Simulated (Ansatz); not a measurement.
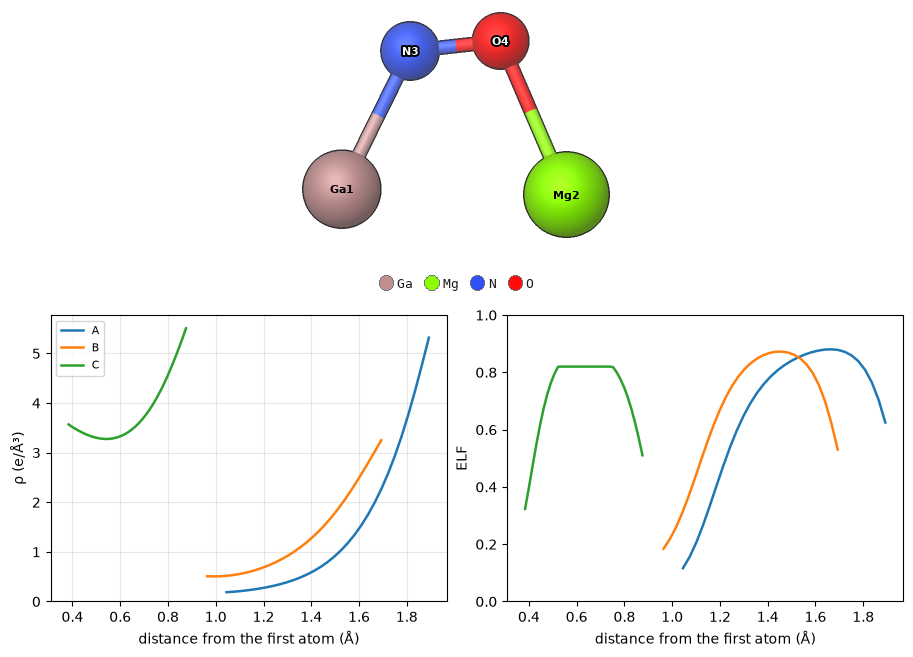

Figure. GaMgNO (triplet). Electron density and ELF along straight lines between neighbouring atoms. The curves leave out the atomic cores. The structure is drawn too.

Geometry: PBE0-D3(BJ)/def2-SVP; ⟨S²⟩ = 2.10, above the pure value of 2.00.

Level of theory: isolated molecule in a Gaussian basis; Kohn-Sham density functional theory, functional PBE0 (Ansatz 0.2.0).

```yaml
atoms:
  - { symbol: Ga, position_ang: [0.5808, 0.4266, 1.3194] }
  - { symbol: Mg, position_ang: [0.8655, -0.9652, -1.3606] }
  - { symbol: N, position_ang: [-0.4127, 1.3556, -0.2592] }
  - { symbol: O, position_ang: [-0.3915, 0.9119, -1.4049] }
```

Question: Which curve belongs to which contact (Ga–N, Mg–O and N–O)? The first atom named is at distance zero.

Answer: Curve A: Mg–O (2.26 Å): the density is about 0.22 e/Å³ at the midpoint; the ELF peaks at about 0.90 in the valence shell of O, 0.6 Å from its nucleus, and is about 0.25 at the midpoint: a closed-shell, largely ionic contact. Curve B: Ga–N (2.08 Å): ρ is about 0.52 e/Å³ halfway; the ELF peaks at about 0.85 in the valence shell of N, 0.6 Å from its nucleus, and is about 0.30 at the midpoint. Curve C: N–O (1.23 Å): the density is about 3.4 e/Å³ at the midpoint; the ELF peaks at about 0.80 between the atoms, as expected for localised, covalent bonding.
